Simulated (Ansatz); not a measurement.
**Sc2NO2 monolayer: phonons and vibrational spectra**

Aim: the vibrations of Sc2NO2 monolayer, their spectra, and whether the structure is stable.

Calculated with Ansatz 0.2.0; DFT PBEsol, scalar-relativistic, plane waves, PAW.

## 1. Set-up

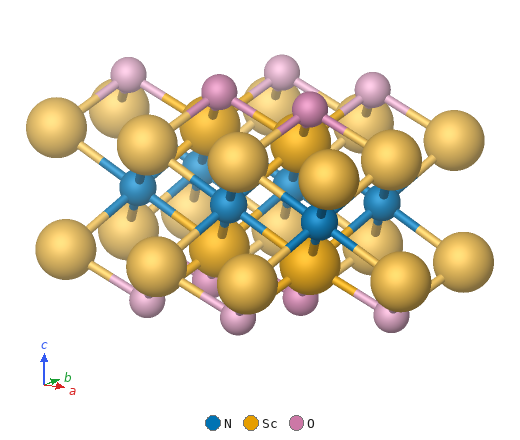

Start, viewed slightly off an axis; nitrogen blue, scandium orange, oxygen pink. 2×1×1 cells are drawn. Some periodic images of atoms are drawn too.

The cell holds 5 atoms: 1 N, 2 Sc and 2 O. Its edges and angles: a = 3.350 Å, b = 3.350 Å, c = 20.000 Å, α = 90.0°, β = 90.0°, γ = 120.0°. Vacuum lies along c.

Coordinates:

```
N Sc O
1.0
     3.35000    0.00000    0.00000
    -1.67500    2.90119    0.00000
     0.00000    0.00000   20.00000
N Sc O
1 2 2
Direct
  0.00000 0.00000 0.50000
  0.33333 0.66667 0.56000
  0.66667 0.33333 0.44000
  0.66667 0.33333 0.61000
  0.33333 0.66667 0.39000
```

## 2. Coarse relaxation

A rough relaxation comes first, because large forces or stress need no tight tolerances yet.

The program solves this slab on a cell height of its own, 32.6 Å, in place of the one typed.

input.yaml

```yaml
crystal:
  lattice:
    - [3.35, 0.0, 0.0]
    - [-1.675, 2.90119, 0.0]
    - [0.0, 0.0, 20.0]
  atoms:
    - { symbol: "N", position: [0.0, 0.0, 0.5] }
    - { symbol: Sc, position: [0.333333, 0.666667, 0.56] }
    - { symbol: Sc, position: [0.666667, 0.333333, 0.44] }
    - { symbol: O, position: [0.666667, 0.333333, 0.61] }
    - { symbol: O, position: [0.333333, 0.666667, 0.39] }
  periodic: [true, true, false]
kpoints:
  mp_grid: { grid: [9, 9, 1] }
hamiltonian:
  xc: pbesol
scf:
  occupations: { method: gaussian, width: 0.1 }
output:
  forces: true
  stress: true
  eigenvalues: true
relax:
  adjacent_minimum: "off"
  f_tol: 0.05
  max_steps: 80
  cell: { stress_2d_tol: 0.02 }
```

Launch:

```bash
$ ansatz run input.yaml --threads 8 --pin off --max-ram 14336MiB --backend cpu --events-out ev --progress --plain --runs-dir out
```

Numbers of over 12 decimals in the logs are rounded to 6 here.

The log of the run:

```text
[...]
cell:  # Å, volume = 291.4038 Å³
    - [3.212725, 0, 0]
    - [-1.606362, 2.782301, 0]
    - [0, 0, 32.6]
  atoms:
    - { symbol: N, position: [0, 0, 0.306748] }
    - { symbol: Sc, position: [0.333333, 0.666667, 0.349679] }
    - { symbol: Sc, position: [0.666667, 0.333333, 0.263818] }
    - { symbol: O, position: [0.666667, 0.333333, 0.373619] }
    - { symbol: O, position: [0.333333, 0.666667, 0.239878] }
[key lines of the parts left out:]
SCF converged after 7 iterations
Free energy (F): -5729.979681 eV
Fermi energy:    -7.321829 eV
P = ½ c Tr σ = -0.0061 N/m
```

Run time: 11 s. Hardware: 8 threads of Arm Neoverse V2, shared host; peak memory 0.85 GiB; 73 s of CPU time.

Relaxation path:

```
step  energy less that of the first step (eV)  largest force component (eV/Å)  volume (Å³)
   1                                   0.0000                          3.4946       316.84
   2                                  -1.0338                          0.5153       299.91
   3                                  -1.0858                          0.2641       292.34
   4                                  -1.0930                          0.0144       290.91
   5                                  -1.0926                          0.0028       292.12
   6                                  -1.0927                          0.0004       292.03
  7*                                  -1.0820                          0.0011       292.03
   8                                  -1.0826                          0.0014       291.40
  9*                                  -1.0822                          0.0013       291.40
```

Relaxation steps marked * repeat the geometry before them on a plane-wave basis chosen anew for their cell, so energy and pressure can jump there.

Forces are held to the 12 operations that the run works with; a distortion that breaks them can't arise in this run.

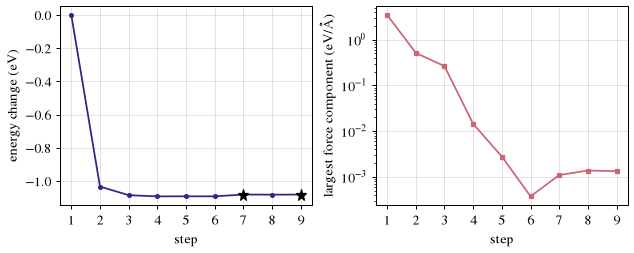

Energy and largest force along the relaxation. Stars mark steps on a basis chosen anew.

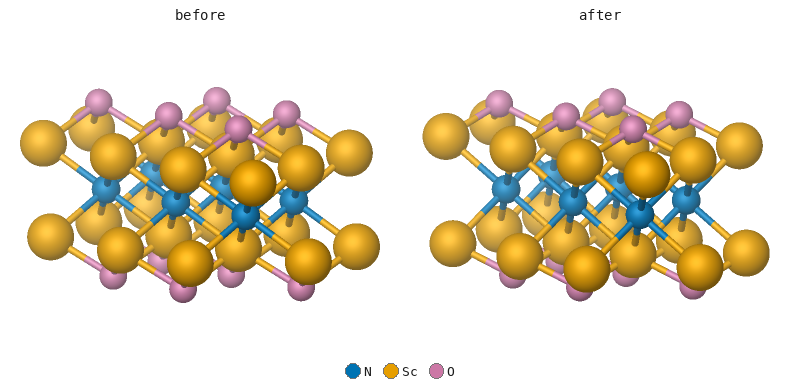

Before and after, at one scale.

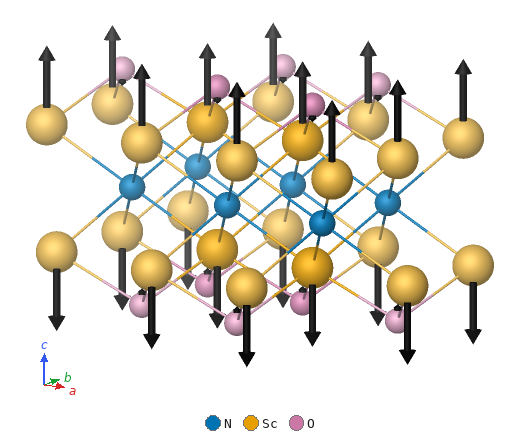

Displacements in the relaxation, exaggerated, measured against the changing cell; the longest in the cell stands for 0.20 Å. 2×1×1 cells are drawn. Some periodic images of atoms are drawn too.

```
cell as run  before  after  change
      a (Å)   3.350  3.213  -4.1 %
      b (Å)   3.350  3.213  -4.1 %
```

The atoms that moved most (Å, along periodic axes as changes of fractional coordinates times the final cell, across vacuum about the mean position):

```
atom     dx     dy      dz  length
 Sc2  0.000  0.000   0.200   0.200
 Sc3  0.000  0.000  -0.200   0.200
  O5  0.000  0.000   0.020   0.020
  O4  0.000  0.000  -0.020   0.020
```

The relaxed structure:

```
N Sc O
1.0
     3.21272    0.00000    0.00000
    -1.60636    2.78230    0.00000
     0.00000    0.00000   32.60000
N Sc O
1 2 2
Direct
  0.00000 0.00000 0.30675
  0.33333 0.66667 0.34968
  0.66667 0.33333 0.26382
  0.66667 0.33333 0.37362
  0.33333 0.66667 0.23988
```

Numbers from this step:

```yaml
gap_on_the_k_mesh: 0 eV
area_per_atom: 1.788 Å²
```

The relaxation ends with a largest force component of 0.0013 eV/Å.

## 3. Bringing the structure to rest

The cell and atoms are relaxed, since residual forces and stress would shift the frequencies.

input.yaml

```yaml
crystal:
  lattice:
    - [3.2127247191, 0.0, 0.0]
    - [-1.6063623595, 2.7823012221, 0.0]
    - [0.0, 0.0, 32.6]
  atoms:
    - { symbol: "N", position: [0.0, 0.0, 0.3067484663] }
    - { symbol: Sc, position: [0.3333333333, 0.6666666667, 0.349678962] }
    - { symbol: Sc, position: [0.6666666667, 0.3333333333, 0.2638179706] }
    - { symbol: O, position: [0.6666666667, 0.3333333333, 0.3736186625] }
    - { symbol: O, position: [0.3333333333, 0.6666666667, 0.2398782701] }
  periodic: [true, true, false]
kpoints:
  mp_grid: { grid: [12, 12, 1] }
hamiltonian:
  xc: pbesol
scf:
  occupations: { method: gaussian, width: 0.1 }
output:
  forces: true
  stress: true
  eigenvalues: true
  write_density: true
  write_potential: true
  elf: true
  volumetric_format: npy
relax:
  adjacent_minimum: "off"
  f_tol: 0.005
  max_steps: 80
  cell: { stress_2d_tol: 0.02 }
```

The log of the run:

```text
[...]
Crystal: 5 atoms, lattice volume = 291.404 Å³
Basis set: ecut = 420 eV, 5785 PW (Γ), exchange–correlation on 48×48×450 points (8 copies of the dense FFT grid, shifted against one another)
Bands: 25, of which v1, the nominal top of the filled ones, is band 20 counted from 1 (19 counted from 0)
Symmetry: 12 space group operations
[...]
k-points: 19 of 144
[...]
SCF iter   1: F=—  HF=-5730.029526 eV  |F-HF|=—  |Δ(HF+E_count)|=         —  Δρ=8.23e-3  dr2=1.82e-1  ethr=1.77e-3  ⟨swp⟩=9.0  Hψ=2990  notcnv=0
[...]
SCF iter   9: F=-5729.990302 eV  HF=-5729.990302 eV  |F-HF|=6.50e-8  |Δ(HF+E_count)|=   1.39e-7  Δρ=1.83e-6  dr2=4.77e-9  ethr=2.56e-10  ⟨swp⟩=23.1  Hψ=4979  notcnv=0
SCF 1 converged in 9 iterations: F = -5729.990302 eV  dr2 = 4.77e-9
[...]
relax step   1: F+E_penalty+E_count = -5729.99030181 eV  Δ(F+E_penalty+E_count) = +0.000e0 eV  max|allowed force component| = 4.803e-2 eV/Å  Δτ_max = 0.0000 Å  P = +0.045 N/m  Ω = 291.404 Å³  fix = [c, alpha, beta]  reactions: c +0.000 N/m  (9 SCF iters, dr2 threshold 1.00e-7 eV, accepted)
Crystal: 5 atoms, lattice volume = 291.688 Å³
Basis set: ecut = 420 eV, 5809 PW (Γ), exchange–correlation on 48×48×450 points (8 copies of the dense FFT grid, shifted against one another)
[...]
SCF iter   6: F=-5729.990256 eV  HF=-5729.990256 eV  |F-HF|=3.05e-7  |Δ(HF+E_count)|=   2.75e-6  Δρ=4.90e-6  dr2=5.86e-8  ethr=3.70e-10  ⟨swp⟩=17.6  Hψ=5735  notcnv=0
SCF 2 converged in 6 iterations: F = -5729.990256 eV  dr2 = 5.86e-8
relax step   2: F+E_penalty+E_count = -5729.99025650 eV  Δ(F+E_penalty+E_count) = +4.532e-5 eV  max|allowed force component| = 1.923e-2 eV/Å  Δτ_max = 0.0071 Å  P = +0.029 N/m  Ω = 291.688 Å³  energy of the carried Pulay correction = -2.099e-4 eV  fix = [c, alpha, beta]  reactions: c +0.000 N/m  (6 SCF iters, dr2 threshold 1.44e-7 eV, accepted)
Crystal: 5 atoms, lattice volume = 291.584 Å³
[...]
SCF iter   6: F=-5729.990388 eV  HF=-5729.990388 eV  |F-HF|=6.56e-8  |Δ(HF+E_count)|=   5.65e-7  Δρ=1.80e-6  dr2=1.25e-8  ethr=5.93e-11  ⟨swp⟩=16.9  Hψ=4778  notcnv=0
SCF 3 converged in 6 iterations: F = -5729.990388 eV  dr2 = 1.25e-8
relax step   3: F+E_penalty+E_count = -5729.99038817 eV  Δ(F+E_penalty+E_count) = -1.317e-4 eV  max|allowed force component| = 4.774e-3 eV/Å  Δτ_max = 0.0030 Å  P = +0.006 N/m  Ω = 291.584 Å³  energy of the carried Pulay correction = -1.330e-4 eV  fix = [c, alpha, beta]  reactions: c +0.000 N/m  (6 SCF iters, dr2 threshold 2.31e-8 eV, accepted)
[...]
SCF iter   1: F=—  HF=-5729.990584 eV  |F-HF|=—  |Δ(HF+E_count)|=         —  Δρ=8.01e-6  dr2=1.64e-8  ethr=1.67e-7  ⟨swp⟩=6.8  Hψ=5048  notcnv=0
eigensolver tolerance schedule: the retry pair's looser diagonalisation over-reported the residual by 3966.92 of it (diagonalisation noise at 0.27 of the residual, at the tolerance the schedule requests for it); recorded, not acted on — ethr = c·dr2/N_el stays at c = 1.0e-1
[...]
SCF iter   2: F=—  HF=-5729.990524 eV  |F-HF|=—  |Δ(HF+E_count)|=   6.02e-5  Δρ=1.69e-6  dr2=5.91e-9  ethr=4.20e-11  ⟨swp⟩=5.2  Hψ=1652  notcnv=0
[...]
SCF iter   7: F=-5729.990524 eV  HF=-5729.990524 eV  |F-HF|=1.89e-10  |Δ(HF+E_count)|=  1.33e-10  Δρ=1.62e-8  dr2=8.86e-13  ethr=1.00e-12  ⟨swp⟩=12.4  Hψ=3049  notcnv=0
SCF 4 converged in 7 iterations: F = -5729.990524 eV  dr2 = 8.86e-13
relax step   4: F+E_penalty+E_count = -5729.99052393 eV  Δ(F+E_penalty+E_count) = -1.358e-4 eV  max|allowed force component| = 4.839e-3 eV/Å  Δτ_max = 0.0000 Å  P = +0.009 N/m  Ω = 291.584 Å³  fix = [c, alpha, beta]  reactions: c +0.000 N/m  stress off target by 9.38e-3 N/m on what of the cell is left free  SCF on the basis re-selected at this cell (its energy is not comparable with the rows above)  (7 SCF iters)
basis re-selected at this cell: Δ(F+E_penalty+E_count) = -1.358e-4 eV, ΔP = +0.003 N/m vs the last step (what re-selecting the basis moved, of the pressure what is left beyond the Pulay correction that the steps carried, after the strain that the cell walked since its last selection, with what the two solves' SCF thresholds leave and, on support functions, any second-order correction that the steps lacked; it is no m [...]
WARN: The output density's exchange-correlation potential varies sharply where the density is thin. Do not read a vacuum level from v_tot or v_xc, or from such a field of the output density. On a cell that repeats whose density bears no net charge and no dipole along the vacuum's axis use v_es (v_loc + v_h of the components); under efield.dipole_correction with no amplitude use v_es + v_field, which holds any externa [...]
SCF converged after 7 iterations
Free energy (F): -5729.990524 eV
[...]
Internal energy: -5729.978369 eV  (E = F + TS)
E sigma→0 (E₀):  -5729.984446 eV
Entropy (-TS):   -0.012155 eV (-2.431 meV/atom)
Fermi energy:    -7.334912 eV
[...]
--- Forces (eV/Å), atoms counted from 1 ---
  atom   1  N     -0.00000000    -0.00000000     0.00000000
  atom   2  Sc    -0.00000000     0.00000000    -0.00483920
  atom   3  Sc     0.00000000    -0.00000000     0.00483920
  atom   4  O      0.00000000    -0.00000000     0.00448978
  atom   5  O     -0.00000000     0.00000000    -0.00448978
  max |Σ_I F_I| component: 5.55e-17 eV/Å
--- 2D stress c σ (N/m, compression-positive) ---
        0.009379       0.000000       0.000000
        0.000000       0.009379      -0.000000
        0.000000      -0.000000       0.000000
  P = ½ c Tr σ = 0.0094 N/m
--- Band table (eV; the first three rows and the last of 19) ---
  k-point 0: bands = [... 16 lower, -9.2927, -7.3777, -6.7029, -6.7029, -2.6924, -2.6924, -2.5177, -1.8251, ... 1 higher]
  k-point 1: bands = [... 16 lower, -9.2159, -7.2622, -7.0323, -6.8284, -2.7396, -2.5312, -2.5216, -1.8364, ... 1 higher]
  k-point 2: bands = [... 16 lower, -9.0716, -7.7475, -7.1211, -7.0935, -2.9737, -2.3035, -2.1753, -1.7993, ... 1 higher]
  k-point 18: bands = [... 16 lower, -8.9509, -8.7474, -7.8840, -7.8840, -2.7491, -2.0732, -2.0732, -1.7841, ... 1 higher]
--- Relaxed structure (3 steps of the walk, 3 accepted, 1 SCFs on fresh bases) ---
[...]
cell:  # Å, volume = 291.5841 Å³
    - [3.213718, -2.887638712587745e-11, 0]
    - [-1.606859, 2.783161, 0]
    - [0, 0, 32.6]
  atoms:
    - { symbol: N, position: [0, 0, 0.306748] }
    - { symbol: Sc, position: [0.333333, 0.666667, 0.349528] }
    - { symbol: Sc, position: [0.666667, 0.333333, 0.263969] }
    - { symbol: O, position: [0.666667, 0.333333, 0.373493] }
    - { symbol: O, position: [0.333333, 0.666667, 0.240004] }
```

The job ended after 6.4 s (8 threads; peak memory 0.89 GiB; 44 s of CPU time).

Little changed from the start: no atom moved by 0.005 Å and no cell edge by 0.1 %.

This step gave:

- area per atom: 1.789 Å²

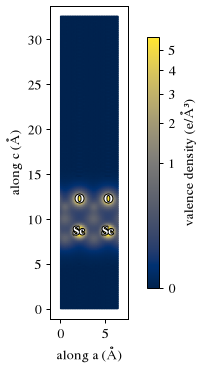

Valence density in the ac plane at fractional y = 0.333, with atoms of Sc and O within 0.2 Å of it. It is the smooth field of the valence electrons, not physical close to the nuclei. The colour scale is stretched toward low values.

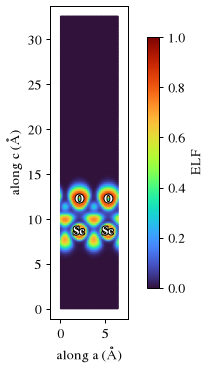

ELF in the ac plane at fractional y = 0.333, with atoms of Sc and O within 0.2 Å of it. It is the smooth field of the valence electrons, not physical close to the nuclei.

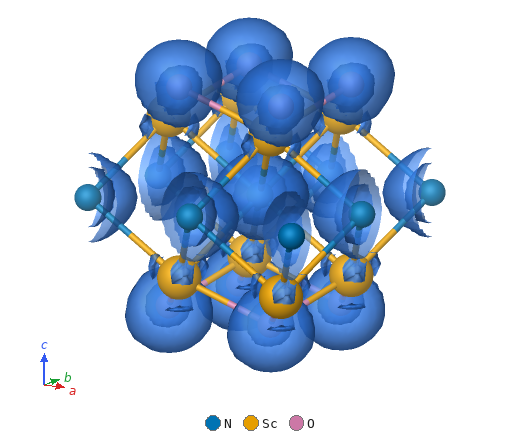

Surface of ELF = 0.76. 2×2×1 cells are drawn.

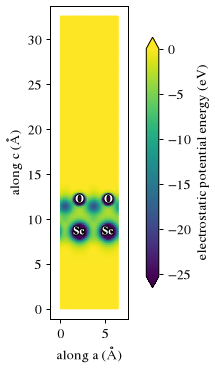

Electrostatic potential energy in the ac plane at fractional y = 0.333, with atoms of Sc and O within 0.2 Å of it. With pseudopotentials it is smooth inside the atoms' cores, unlike the true potential.

## 4. Relaxing to small forces for the phonons

Phonons need a cell at rest on their own settings, so the relaxation is repeated with tight tolerances on forces and stress, using the mesh and the filling of the phonon run that follows.

input.yaml

```yaml
crystal:
  lattice:
    - [3.2137180209, 0.0, 0.0]
    - [-1.6068590104, 2.7831614468, 0.0]
    - [0.0, 0.0, 32.6]
  atoms:
    - { symbol: "N", position: [0.0, 0.0, 0.3067484663] }
    - { symbol: Sc, position: [0.3333333333, 0.6666666667, 0.3495283728] }
    - { symbol: Sc, position: [0.6666666667, 0.3333333333, 0.2639685598] }
    - { symbol: O, position: [0.6666666667, 0.3333333333, 0.3734933711] }
    - { symbol: O, position: [0.3333333333, 0.6666666667, 0.2400035615] }
  periodic: [true, true, false]
kpoints:
  mp_grid: { grid: [12, 12, 1] }
hamiltonian:
  xc: pbesol
scf:
  occupations: { method: methfessel_paxton, width: 0.15 }
output:
  forces: true
  stress: true
  eigenvalues: true
relax:
  adjacent_minimum: "off"
  f_tol: 0.001
  max_steps: 60
  cell: { stress_2d_tol: 0.002 }
```

The log of the run:

```text
[...]
Crystal: 5 atoms, lattice volume = 291.584 Å³
Basis set: ecut = 420 eV, 5785 PW (Γ), exchange–correlation on 48×48×450 points (8 copies of the dense FFT grid, shifted against one another)
Bands: 25, of which v1, the nominal top of the filled ones, is band 20 counted from 1 (19 counted from 0)
Symmetry: 12 space group operations
[...]
k-points: 19 of 144
[...]
cell:  # Å, volume = 291.5862 Å³
    - [3.213730, -2.8867739371725622e-11, 0]
    - [-1.606865, 2.783172, 0]
    - [0, 0, 32.6]
  atoms:
    - { symbol: N, position: [0, 0, 0.3067484663] }
    - { symbol: Sc, position: [0.333333, 0.666667, 0.349497] }
    - { symbol: Sc, position: [0.666667, 0.333333, 0.264000] }
    - { symbol: O, position: [0.666667, 0.333333, 0.373488] }
    - { symbol: O, position: [0.333333, 0.666667, 0.240009] }
[key lines of the parts left out:]
SCF converged after 9 iterations
Free energy (F): -5729.984681 eV
Fermi energy:    -7.336019 eV
P = ½ c Tr σ = 0.0004 N/m
```

The job ended after 7.1 s (8 threads; peak memory 0.89 GiB; 49 s of CPU time).

Little changed from the start: no atom moved by 0.005 Å and no cell edge by 0.1 %.

The largest force component left is 0.030 meV/Å, within the tolerances set.

(Part 1 of 3 ends here.)

[Logs are printed without paths, hosts, clocks, repeated set-up lines and the standing remarks that a program may print on its own settings, such as how far it seeks lower states.]

[Hosts, paths, dates, database ids (printed as entryN), source tags and the programs' standing remarks are cut or masked in the printed files.]
